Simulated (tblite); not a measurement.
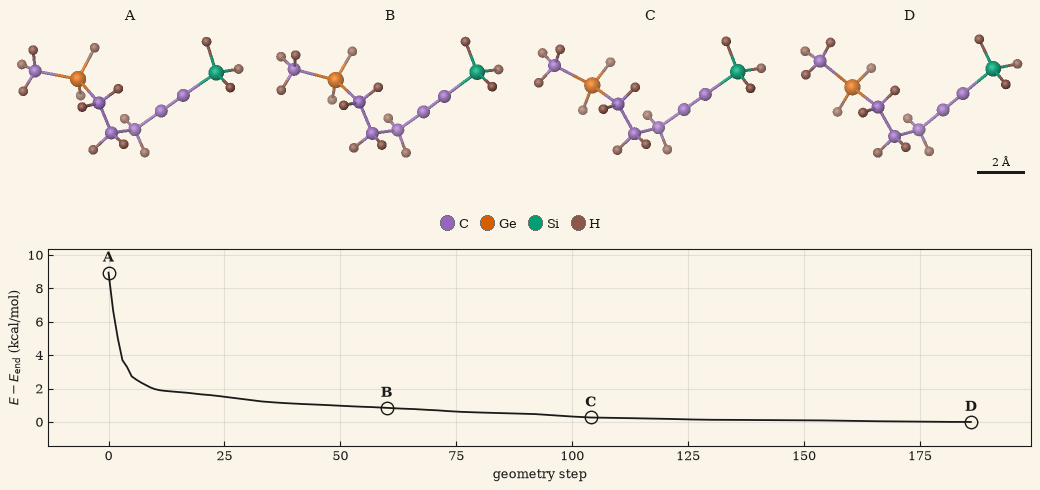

Frames of a relaxation of C$_{6}$H$_{14}$GeSi, marked on the history of the run. A ball-and-stick model, seen face on.

Method: GFN2-xTB geometry optimisation, gas phase in tblite 0.8.0. 

What happens along the run?

Answer. The largest move after the best rigid fit is that of an H atom, 1.38 Å. Largest moves by element: H 1.38 Å, C 0.51 Å, Ge 0.47 Å, Si 0.31 Å. Near-neighbour distances that change, for instance: Ge–H 1.559 → 1.511 Å, C–H 1.131 → 1.086 Å, C–C 1.484 → 1.524 Å, C–Ge 1.933 → 1.969 Å. Among the angles between lasting bonds that change: C–Ge–H 106.8° → 112.3°, C–C–H 114.0° → 109.6°, H–C–H 112.4° → 108.1°. Groups turn about C–Ge by about 40°, C–Ge by about 20°. The energy falls by 8.94 kcal/mol in 186 geometry steps. Cost: 1.8 s on 1 thread of Arm Neoverse V1, on a shared host. From step 0 to 60: an H atom moves most (0.55 Å), energy −8.10 kcal/mol. From step 60 to 104: an H atom moves most (0.63 Å), energy −0.57 kcal/mol. From step 104 to 186: an H atom moves most (0.58 Å), energy −0.27 kcal/mol.
